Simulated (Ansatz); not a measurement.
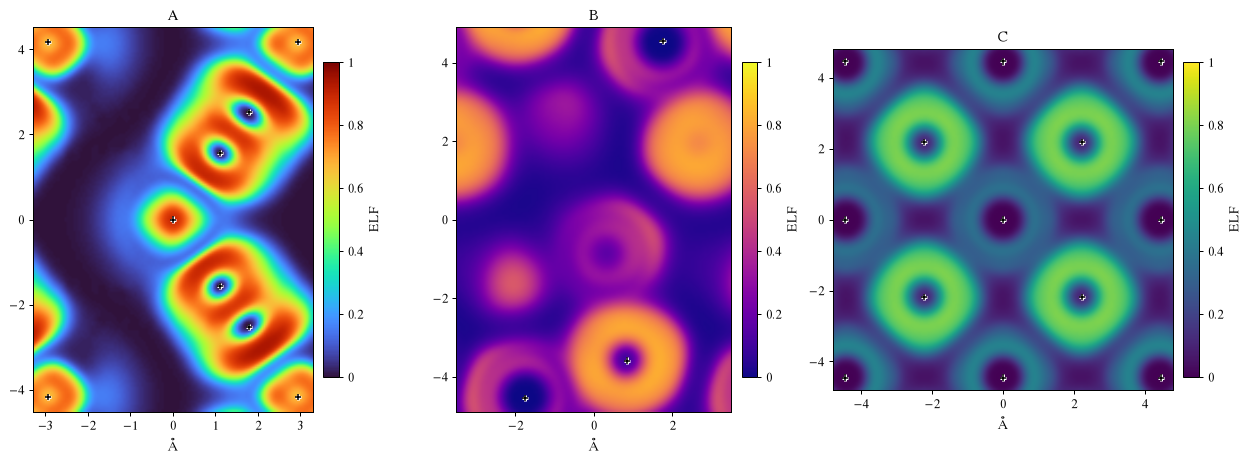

The ELF of 3 systems, each on a plane through atoms (crosses mark nuclei in the plane).

Method: Ansatz, DFT PBE, scalar-relativistic, plane waves, PAW.

System 1: Sn4Se3S, the (101̄) plane of the conventional cell. Space group P1; a structure generated by program, which may or may not match a known phase.

```yaml
crystal:
  lattice:
    - [-4.44593, 0.01288, -0.00151]
    - [0.02510, 6.30380, -0.11319]
    - [-0.00560, -2.93877, -7.87369]
  atoms:
    - { symbol: Sn, position: [0.97250, 0.99422, 0.06130] }
    - { symbol: Sn, position: [0.44893, 0.49883, 0.17971] }
    - { symbol: Sn, position: [0.96535, 0.99636, 0.56112] }
    - { symbol: Sn, position: [0.44771, 0.49872, 0.69494] }
    - { symbol: Se, position: [0.54040, 0.95878, 0.30115] }
    - { symbol: Se, position: [0.03527, 0.53724, 0.44688] }
    - { symbol: Se, position: [0.54130, 0.95864, 0.80299] }
    - { symbol: S, position: [0.04854, 0.55722, 0.95190] }
```

System 2: VFeC4N4, the (101) plane of the conventional cell. Space group P-43m; a structure generated by program, which may or may not match a known phase; the program warned that a starting moment wasn't kept; spin-polarised.

```cif
data_structure
_symmetry_space_group_name_H-M 'P 1'
_symmetry_Int_Tables_number 1
_cell_length_a 5.8928
_cell_length_b 5.8928
_cell_length_c 5.8928
_cell_angle_alpha 90.000
_cell_angle_beta 90.000
_cell_angle_gamma 90.000
_cell_volume 204.63
loop_
_atom_site_label
_atom_site_type_symbol
_atom_site_fract_x
_atom_site_fract_y
_atom_site_fract_z
_atom_site_occupancy
V1 V 0.00000 0.00000 0.00000 1
Fe1 Fe 0.50000 0.50000 0.50000 1
C1 C 0.19744 0.19744 0.19744 1
C2 C 0.19744 0.80256 0.80256 1
C3 C 0.80256 0.19744 0.80256 1
C4 C 0.80256 0.80256 0.19744 1
N1 N 0.31293 0.31293 0.31293 1
N2 N 0.31293 0.68707 0.68707 1
N3 N 0.68707 0.31293 0.68707 1
N4 N 0.68707 0.68707 0.31293 1
```

System 3: Sn3PbSe4, the (010) plane of the conventional cell. Space group Pmmm; a structure generated by program, which may or may not match a known phase; changed on purpose from its base cell (volume × 1.10, shape and atoms relaxed); computed pressure about −4 GPa in this cell.

```
CELL_PARAMETERS angstrom
4.45099 0.00000 0.00000
0.00000 6.30029 0.00000
0.00000 0.00000 8.90861
ATOMIC_POSITIONS crystal
Sn 0.00000 0.00000 0.74844
Sn 0.00000 0.00000 0.25156
Sn 0.50000 0.50000 0.50000
Pb 0.50000 0.50000 0.00000
Se 0.00000 0.50000 0.74430
Se 0.50000 0.00000 0.00000
Se 0.00000 0.50000 0.25570
Se 0.50000 0.00000 0.50000
```

Q: Which map belongs to which system?

A: Panel A is system 2, VFeC4N4: the plane holds V, Fe, C and N. C–N (1.18 Å): the ELF peaks at about 0.85 between the atoms. Panel B is system 1, Sn4Se3S: the plane holds Sn and Se. Sn–Se (2.77 Å): the ELF is about 0.55 at the midpoint. Panel C is system 3, Sn3PbSe4: the plane holds Sn, Pb and Se. Sn–Se (3.11 Å): the ELF is about 0.35 at the midpoint.
